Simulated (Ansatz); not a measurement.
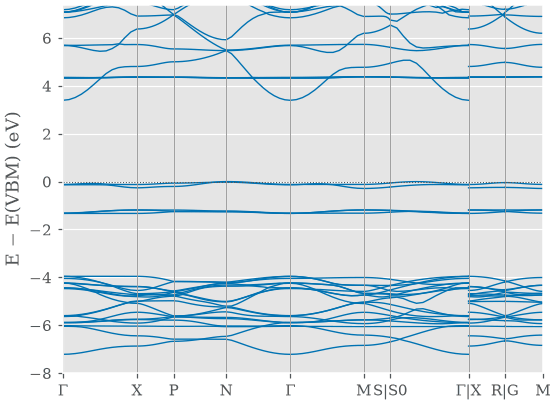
Figure. Band structure from the program Ansatz at the r²SCAN level (PAW)

**Question.** Read off the gap and where the band edges lie.

**Answer.** About 3.4 eV (3.40 eV by a search for the band edges); maximum at N, minimum at Γ.

**Question.** Which of these materials gives this?
A) AuBr, I4_1/amd (Au on 8c, Br on 8e)
B) SrTiO3, I4/mcm (Sr on 4b, Ti on 4c, O on 8h, O on 4a)
C) KMnF3, I4/mcm (K on 4b, Mn on 4c, F on 4a, F on 8h)
D) ZnSiP2, chalcopyrite

**Answer.** C, KMnF3, I4/mcm (K on 4b, Mn on 4c, F on 4a, F on 8h)

The workflow started from a Materials Project entry (that database holds measured and hypothetical structures alike); the Crystallography Open Database copy checked does not list it. COD files the formula under space group No. 221, so this cell is another polymorph or a model. Its standing as an ambient phase is unchecked. Symmetry was held in the r²SCAN relaxation, as lowered by the spin order; whether a distortion lowers the energy is not shown. Magnetic state: antiferromagnetic, chosen from 5 collinear starts compared on coarse meshes (ties went to the first, and starts can fall back to one state), not a proven ground state. Other orbital occupations within this spin state were not tried. No Hubbard U is applied. Point labels and valley counts follow the cell and symmetry of the run, lower than the named group.

Potentials: the later of the program's two PAW sets.
